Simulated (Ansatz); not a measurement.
# C₂H₆GeO: a ladder of functionals and wavefunction methods

Aim: compute C₂H₆GeO with functionals from several rungs and with coupled cluster, and see how far each lands from CCSD(T) at the basis-set limit for the atomisation energy.

Computed with Ansatz 0.2.0, Gaussian basis. Level: functionals in def2-TZVPP, the program's frozen cores in correlated methods.

The runs, in order: PBE-D4, r2SCAN-D4, PBE0-D4, B3LYP-D4, ωB97X-V, ωB97M-V, B2PLYP; CCSD(T)/def2-TZVPP; MP2/def2-QZVPP; extrapolation to the limit.

### 1 Structure used throughout

All runs share one geometry, relaxed beforehand with PBE0-D4 in a triple-zeta def2 set.

10 atoms, charge 0, spin multiplicity 1.

Atoms are counted from 1 here; the program's logs count them from 0.

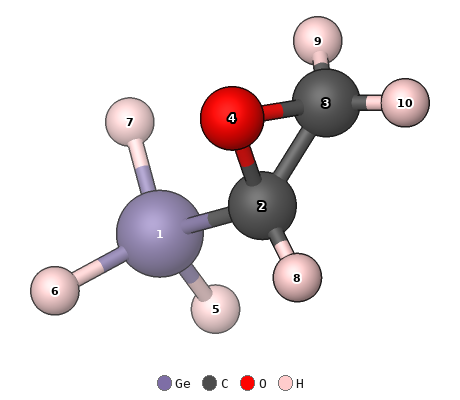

The structure; germanium purple, carbon dark grey, oxygen red, hydrogen pink; atoms are numbered from 1 in the order of the file.

Coordinates:

| atom | x (Å) | y (Å) | z (Å) |
| --- | --- | --- | --- |
| Ge1 | 0.0076 | 1.4619 | 0.1561 |
| C2 | -0.5666 | -0.4021 | 0.0221 |
| C3 | 0.3839 | -1.4712 | -0.2909 |
| O4 | -0.0709 | -1.2821 | 1.0322 |
| H5 | -0.3202 | 2.1997 | -1.1538 |
| H6 | -0.7203 | 2.1534 | 1.3189 |
| H7 | 1.5236 | 1.4779 | 0.4026 |
| H8 | -1.6088 | -0.5851 | -0.2395 |
| H9 | 1.4303 | -1.2301 | -0.4651 |
| H10 | 0.0245 | -2.3737 | -0.7797 |

### 2 PBE-D4 (GGA)

File in.yaml:

```yaml
crystal:
  periodic: [false, false, false]
  atoms:
    - {symbol: Ge, position_ang: [0.007572, 1.461945, 0.156140]}
    - {symbol: C, position_ang: [-0.566645, -0.402083, 0.022091]}
    - {symbol: C, position_ang: [0.383911, -1.471248, -0.290936]}
    - {symbol: O, position_ang: [-0.070865, -1.282088, 1.032204]}
    - {symbol: H, position_ang: [-0.320234, 2.199701, -1.153809]}
    - {symbol: H, position_ang: [-0.720287, 2.153375, 1.318947]}
    - {symbol: H, position_ang: [1.523603, 1.477890, 0.402587]}
    - {symbol: H, position_ang: [-1.608814, -0.585059, -0.239483]}
    - {symbol: H, position_ang: [1.430285, -1.230059, -0.465062]}
    - {symbol: H, position_ang: [0.024474, -2.373675, -0.779679]}
basis:
  gaussian: {orbitals: def2-TZVPP}
hamiltonian: {xc: pbe, dispersion: d4}
output: {forces: true, orbitals: {seedname: orbitals}}
```

The run is started by

```
$ ansatz run in.yaml --threads 4 --pin off --events-out ev --progress --plain --max-ram 10444MiB
```

Further steps of the session: r2SCAN-D4 (meta-GGA); PBE0-D4 (hybrid); B3LYP-D4 (hybrid); ωB97X-V (range-separated); ωB97M-V (range-separated); B2PLYP (double hybrid); CCSD(T) in def2-TZVPP; MP2 in def2-QZVPP.

**Question.** What will the summary of the whole plan be? Wanted: atomisation energy, CCSD(T)/CBS; farthest; mean size of error, hybrid; mean size of error, range-separated; gap, smallest and largest; T1 diagnostic; triples share of the correlation energy.

As calculated:

| quantity | value |
| --- | --- |
| atomisation energy, CCSD(T)/CBS | 3473.0 kJ/mol |
| functionals within 34.7 kJ/mol (1.0 %) | r2SCAN-D4, PBE0-D4, B3LYP-D4, ωB97X-V, ωB97M-V |
| farthest | PBE-D4 (+66.4 kJ/mol) |
| mean size of error, hybrid | 11.0 kJ/mol |
| mean size of error, range-separated | 10.9 kJ/mol |
| gap, smallest and largest | 6.22 eV (PBE-D4), 12.97 eV (ωB97X-V) |
| T1 diagnostic | 0.0118 |
| triples share of the correlation energy | 3.8 % |

**Reading.** PBE-D4 is off by +66.4 kJ/mol. Double hybrids carry the basis error of their MP2 part in triple zeta, and no dispersion term here, so their miss is partly the set-up's. The reference freezes the cores and leaves out relativity and excitations past (T), and its outer-core shells are covered unevenly, so misses under about 34.7 kJ/mol can't be ranked. Hartree-Fock recovers 70 % of the binding; the rest is correlation. Orbital gaps span 6.2 to 13.0 eV; exact exchange widens them. Correlated methods include outer-core shells of Ge, which these sets cover unevenly.
